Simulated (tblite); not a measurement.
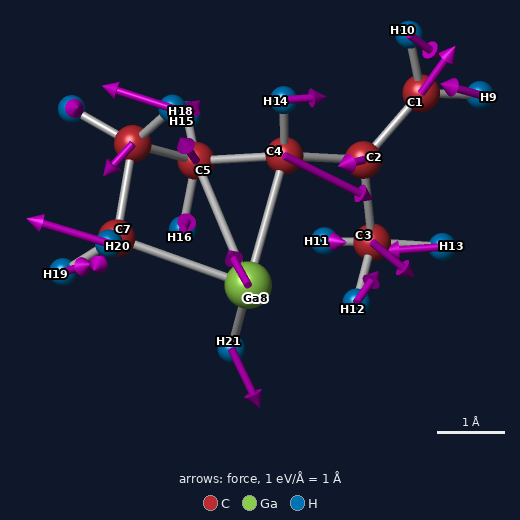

Starting geometry of C7H13Ga with the computed forces as purple arrows. Style: ball-and-stick. Shown at a tilt.

These are results of tblite 0.8.0, GFN2-xTB geometry optimisation, gas phase, not measurements. 

Q: Is this structure relaxed? If not, where do the atoms go?

A: It isn't relaxed: the largest force vector, on a C atom, is 1.69 eV/Å. The final displacements have little in common with the starting forces (cosine between the two patterns 0.14). The largest move after the best rigid fit is that of an H atom, 2.49 Å. By element the largest moves are H 2.49 Å, C 0.45 Å, Ga 0.37 Å. Among the contacts that change: Ga–H 2.262 → 2.983 Å, C–Ga 2.531 → 2.729 Å, C–Ga 2.175 → 2.081 Å, C–C 1.495 → 1.538 Å. Bond angles that change, for instance: C–Ga–H 95.9° → 133.3°, C–Ga–H 105.1° → 132.0°, Ga–C–H 97.8° → 117.0°. Groups turn about C–C by about 30°, C–C by about 30°. After 186 geometry steps the energy has fallen by 167.5 kJ/mol. Cost: 2.7 s on 1 thread of Arm Neoverse N1, with other jobs on the host.
